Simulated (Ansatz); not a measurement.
# BGeH3: the cost of one run

The runs use Ansatz 0.2.0, Gaussian basis; cc-pVTZ, core rule «outside noble gas», up to 15 orbitals frozen.

Plan: UHF; CCSD(T) on ROHF; CCSD(T) on UHF; BCCD(T) on ROHF; CCSDT(Q) on ROHF; CCSDT(Q) on UHF; CASSCF and NEVPT2, 9 electrons in 11 orbitals.

7 further runs of the same task are left out: 1 for a known fault of the program, 6 set aside as unsound or not needed.

### 1 The system

The geometry is a PBE0/def2-TZVP stationary point (not a proven minimum) of the parent state, kept for this charge and spin. No spin-orbit coupling is included. The filled d shell of Ge may be among the frozen orbitals whatever the setting's name suggests; the logs give the count.

5 atoms, charge 1, spin multiplicity 4.

Atoms are counted from 1 here; the program's logs count them from 0.

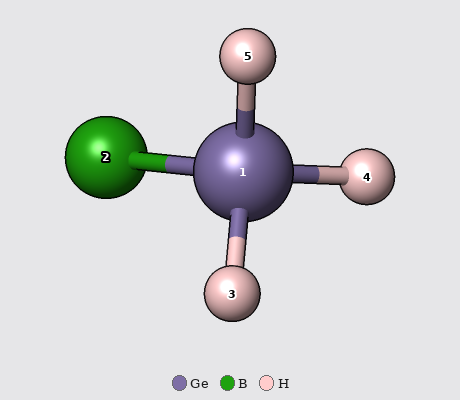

The geometry (germanium purple, boron green, hydrogen pink); atoms are numbered from 1 in the order of the file.

As a file:

```
Ge   -0.0015    0.0000    0.2371
B     0.0296    0.0000   -1.8042
H     0.6489    1.2522    0.8545
H    -1.5097   -0.0001    0.5523
H     0.6491   -1.2522    0.8545
```

### 2 UHF

The input, in.yaml:

```yaml
crystal:
  periodic: [false, false, false]
  atoms:
    - {symbol: Ge, position_ang: [-0.001461, 0.000000, 0.237148]}
    - {symbol: B, position_ang: [0.029551, 0.000003, -1.804248]}
    - {symbol: H, position_ang: [0.648910, 1.252233, 0.854533]}
    - {symbol: H, position_ang: [-1.509666, -0.000094, 0.552300]}
    - {symbol: H, position_ang: [0.649065, -1.252153, 0.854532]}
basis:
  gaussian: {orbitals: cc-pVTZ}
total_charge: 1
magnetization: {spin_polarized: true, initial_magnetization: 3}
hamiltonian: {xc: hf}
output: {orbitals: {seedname: orbitals}}
```

Started as:

```sh
$ ansatz run in.yaml --threads 1 --pin off --events-out ev --progress --plain --max-ram 4096MiB --backend cpu
```

**Question.** How long does this run take on 1 thread of AMD EPYC 7R13, shared host, and how much memory does it need?

About 30 s, with a peak of 0.33 GiB.
